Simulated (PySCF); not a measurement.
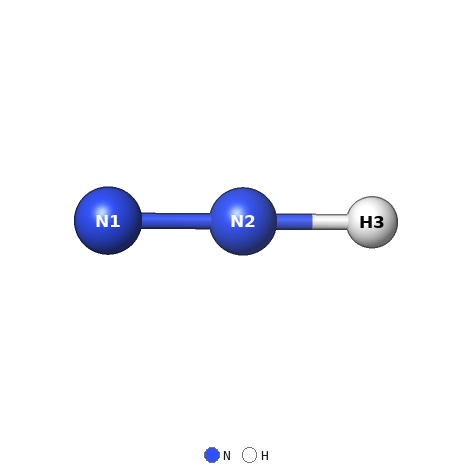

Charge +1, singlet. The computed structure is the end point of a PBE0-D3(BJ)/def2-SVP optimisation. No frequency run is at hand to confirm it as a minimum. Method: TDDFT ωB97X-D/def2-SVPD, vertical, gas phase, core orbitals frozen in the response (PySCF 2.14.0), and the same with a continuum solvent (IEF-PCM, Bondi radii x 1.2, gas-phase geometry).

How do HOMO–LUMO gap (eV), lowest singlet (eV) change in tetrahydrofuran (ε = 7.4), acetonitrile (ε = 35.7)?

```
         medium  HOMO–LUMO gap (eV)  lowest singlet (eV)
      gas phase               16.03                 9.36
tetrahydrofuran               16.27                 9.33
   acetonitrile               16.32                 9.32
```
